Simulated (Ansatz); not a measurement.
## Run report: C3H7Ga, single-point calculation

- system: C3H7Ga, SMILES C1[CH2][GaH][CH2]1
- method: RKS PBE0-D4/def2-TZVPP (Ansatz 0.2.0)

The geometry comes from this level: PBE0-D4/def2-TZVP.

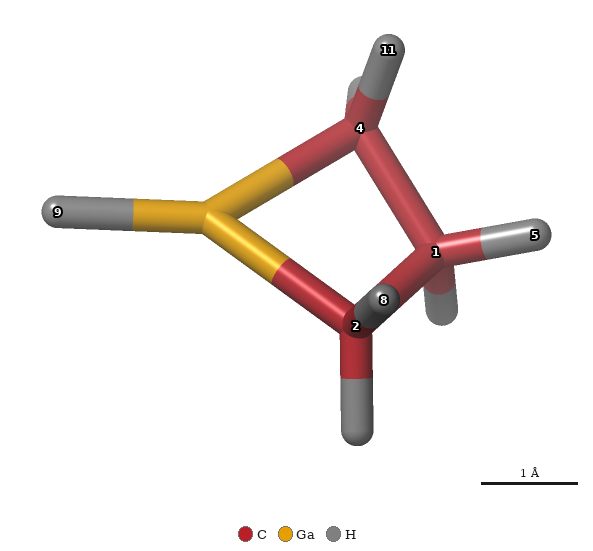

*The structure as given in the input (stick view, seen at a tilt; atoms are numbered from 1 in the order of the input). Sticks mark near contacts.*

Bond lengths as drawn: C–C 1.55 Å, C–Ga 1.99 Å, C–H 1.09 to 1.10 Å and Ga–H 1.57 Å.

Input file:
```yaml
crystal:
  periodic: [false, false, false]
  atoms:
    - {symbol: C, position_ang: [-0.496295, 0.428171, -0.673365]}
    - {symbol: C, position_ang: [-1.004810, -0.632514, 0.334262]}
    - {symbol: Ga, position_ang: [0.720758, -0.383445, 1.303881]}
    - {symbol: C, position_ang: [1.038788, 0.469295, -0.471346]}
    - {symbol: H, position_ang: [-0.794122, 0.224053, -1.708058]}
    - {symbol: H, position_ang: [-0.919723, 1.403132, -0.414049]}
    - {symbol: H, position_ang: [-1.981833, -0.442830, 0.779628]}
    - {symbol: H, position_ang: [-1.032630, -1.632152, -0.112853]}
    - {symbol: H, position_ang: [1.404396, -0.636527, 2.692009]}
    - {symbol: H, position_ang: [1.514472, 1.442115, -0.598800]}
    - {symbol: H, position_ang: [1.550988, -0.239290, -1.131299]}
basis:
  gaussian: {orbitals: def2-TZVPP}
hamiltonian: {xc: pbe0, dispersion: d4}
output: {orbitals: {seedname: orbitals}}
```

Hardware: 4 threads of Arm Neoverse V1, 23 GiB of memory available, shared host.

Run as:
```bash
ansatz run in.yaml --threads 4 --pin off --events-out ev --progress --plain --max-ram 10444MiB
```

Log:
```
Functional definition: PBE0
  name "PBE0"
  cite "Adamo & Barone, J. Chem. Phys. 110, 6158 (1999) doi:10.1063/1.478522"
  cite "Perdew, Burke & Ernzerhof, Phys. Rev. Lett. 77, 3865 (1996) doi:10.1103/PhysRevLett.77.3865"
  parent pbe
  parameter a = 0.25
  parameter kappa = 0.804
  parameter beta = 0.06672455060314922
  exchange = (1 - a)*pbe_x(kappa = kappa, mu = beta*pi^2/3) + a*exact_x
  correlation = pbe_c(beta = beta)
1366 factors; their error is unknown
mean field evaluation 1: about -55579.4216 eV, gradient 7.5e1 eV
mean field evaluation 2: about -55556.1573 eV, gradient 1.2e2 eV
mean field evaluation 4: about -55592.2061 eV, gradient 3.2e0 eV
mean field evaluation 8: about -55592.2367 eV, gradient 1.8e-1 eV
mean field evaluation 16: about -55592.4083 eV, gradient 1.1e-4 eV
mean field -55592.40832051 eV, -2042.9833238911 hartree, gradient 6.0e-5 eV, S^2 0.000000; 0 other end points of the search recorded, 0 dependent functions left out
reference -55592.40835433 eV, -2042.9833251340 hartree; 28, 28 occupied and 211, 211 virtual orbitals, 1366 factors
Total energy: -55592.59426153 eV, -2042.9901570975 hartree
```

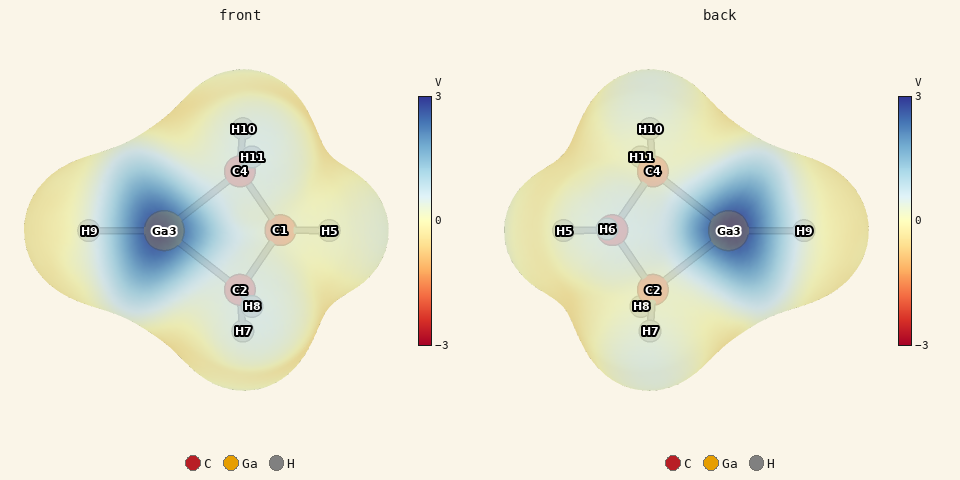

*The molecular electrostatic potential painted on the density surface at 0.002 e/bohr³, seen face on and from behind; the colour scale runs from red (negative) to blue (positive).*

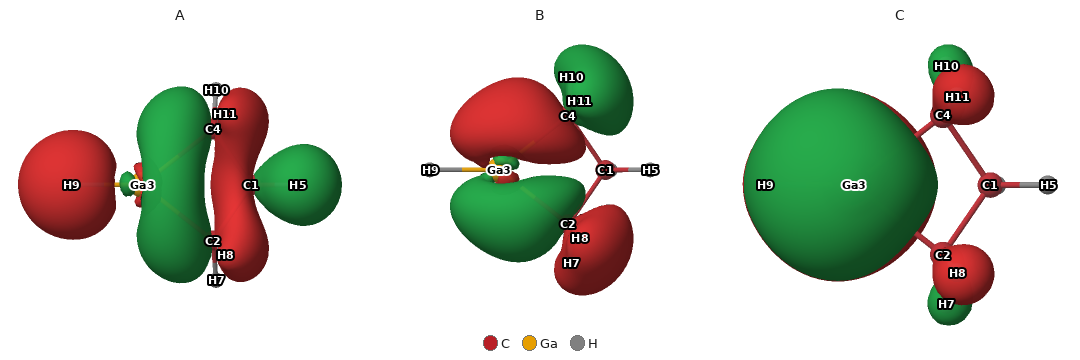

*Three frontier orbitals at ±0.08 Å⁻³ᐟ² (green and red are the two phases).*

A is the HOMO−1 (−7.24 eV). By Hirshfeld shares it lies mainly on Ga3 (20 %), H9 (20 %), C2 (15 %), C4 (15 %) and C1 (15 %). B is the HOMO (−6.84 eV). By Hirshfeld shares it lies mainly on C2 (25 %), C4 (25 %) and Ga3 (25 %). C is the LUMO (−1.17 eV). By Hirshfeld shares it lies mainly on Ga3 (75 %). The HOMO–LUMO gap is 5.67 eV between the orbital energies.

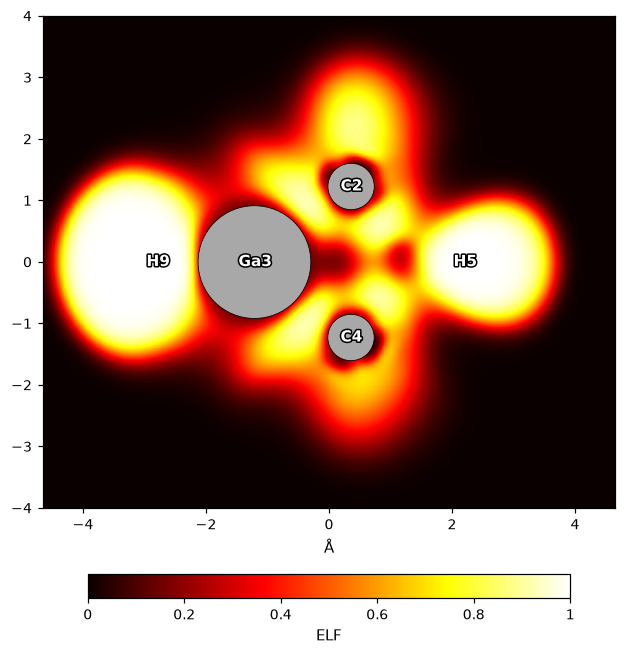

*Electron localisation function on the plane of atoms C2, Ga3 and H9. Grey discs, where drawn, cover atomic cores.*

The section cuts through C, Ga and H sites. C–Ga (1.99 Å): the ELF peaks at about 0.90 in the valence shell of C, 0.7 Å from its nucleus, and is about 0.50 at the midpoint. Ga–H (1.57 Å): the ELF climbs to about 1 towards the hydrogen, as it does in any bond to H.

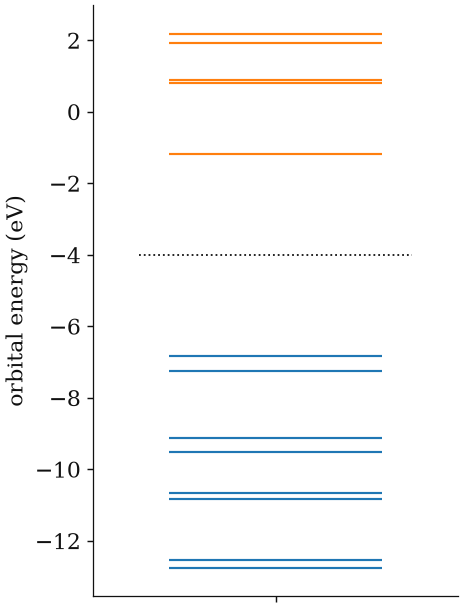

*Orbital energies near the frontier; the dotted line parts filled from empty levels, and levels within 0.02 eV of each other stand side by side.*

Highest filled −6.84 eV, lowest empty −1.17 eV, 5.67 eV apart.

Summary:

| quantity | value |
| --- | --- |
| outcome | converged |
| total energy | −55592.5943 eV |
| mean-field energy | −55592.4084 eV |
| dispersion energy | −0.1859 eV |
| SCF solution under orbital rotations | stable |
| HOMO | −6.84 eV |
| LUMO | −1.17 eV |
| wall time | 3.2 s (CPU time 12 s) |
| peak memory | 0.6 GiB |
